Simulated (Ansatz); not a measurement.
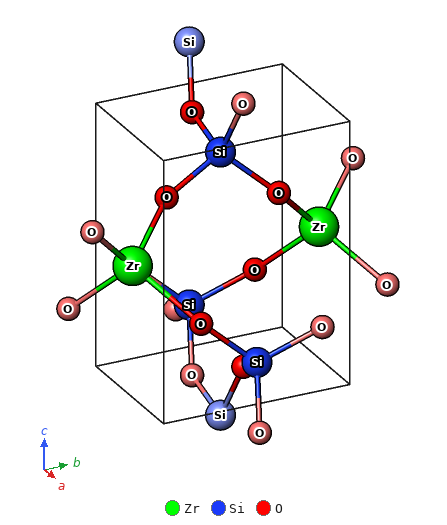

Drawn in the ball-and-stick manner and seen slightly off an axis. The lines enclose the cell (the run's own, in a reduced setting); boundary atoms appear with their images. Atoms of adjacent cells appear where they bond to atoms in the box, in fainter colours.

```
CELL_PARAMETERS angstrom
0.00000 -5.00683 0.00000
-4.98732 2.50341 0.00150
0.18395 0.00000 -5.89481
ATOMIC_POSITIONS crystal
Zr 0.54281 0.00000 0.50000
Si 0.48032 0.49412 0.84528
Si 0.98620 0.50588 0.15472
O 0.62873 0.75330 0.68391
O 0.69348 0.53972 0.06924
O 0.87542 0.24670 0.31609
O 0.43121 0.22288 0.70284
O 0.15376 0.46028 0.93076
O 0.20833 0.77712 0.29716
```

Electronic-structure method: DFT r2SCAN, scalar-relativistic, plane waves, PAW (Ansatz 0.2.0). Parameters: plane-wave cutoff 500 eV, k-points about 0.27 Å⁻¹ apart, Gaussian smearing of 0.02 eV, no spin polarisation.

**How are the electrons shared out in a Bader analysis?**

Zr +2.69 e; Si +3.34 e; O -1.69 to -1.50 e. The transfer is large, as in an ionic solid.

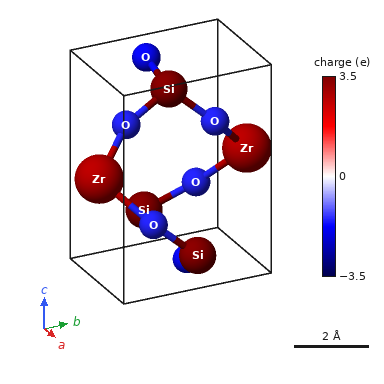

The atoms coloured by those charges.

The structure comes from a structure type filled with these elements by a generator (whether the compound takes this form wasn't checked). Earlier steps of the study may have refined or changed the cell and positions. Ansatz was used for an electronic-structure calculation on it.
